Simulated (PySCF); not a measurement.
# C6H5FO2: the cost of one run

Computed with PySCF 2.14.0 and routines of our own; the level stands in each step. Atoms count from 0.

## 1. The starting structure

14 atoms, charge 0, multiplicity 3; geometry from: GFN2-xTB.

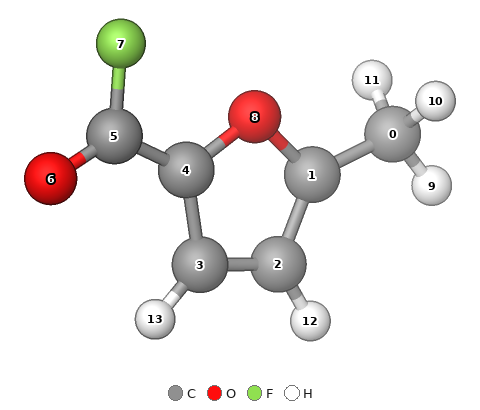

The starting geometry (carbon grey, oxygen red, fluorine green, hydrogen white).

## 2. Open-shell or spin-flip excitations: unrestricted TDA CAM-B3LYP/def2-SVP

What the job is given:

```
{"job": {"kind": "uabs", "xc": "CAM-B3LYP", "basis": "def2-SVP", "nstates": 10, "tda": true}, "charge": 0, "multiplicity": 3}
C     -2.204010    -0.792688    -0.306651
C     -0.926861    -0.107076    -0.115742
C     -0.584118     1.252546     0.009403
C      0.767404     1.345254     0.171497
C      1.265864    -0.036425     0.142275
C      2.600396    -0.459500     0.271201
O      3.586527     0.240578     0.429915
F      2.742523    -1.828440     0.202301
O      0.228759    -0.897288    -0.032928
H     -3.019869    -0.078058    -0.355389
H     -2.379810    -1.502395     0.507450
H     -2.178328    -1.391103    -1.222343
H     -1.294738     2.054414    -0.023011
H      1.395582     2.199706     0.299854
```

Method: unrestricted TDA CAM-B3LYP/def2-SVP, vertical, gas phase, core orbitals frozen in the response.

Command:

```sh
$ OMP_NUM_THREADS=1 python excited_run.py task.json out
```

The driver reads the jobs from task.json and runs them one after another.

Q: Estimate the wall time and peak memory of this first job on 1 thread of Intel Xeon at 2.70GHz, shared host.

About 1.7 min, with a peak of 0.64 GiB.
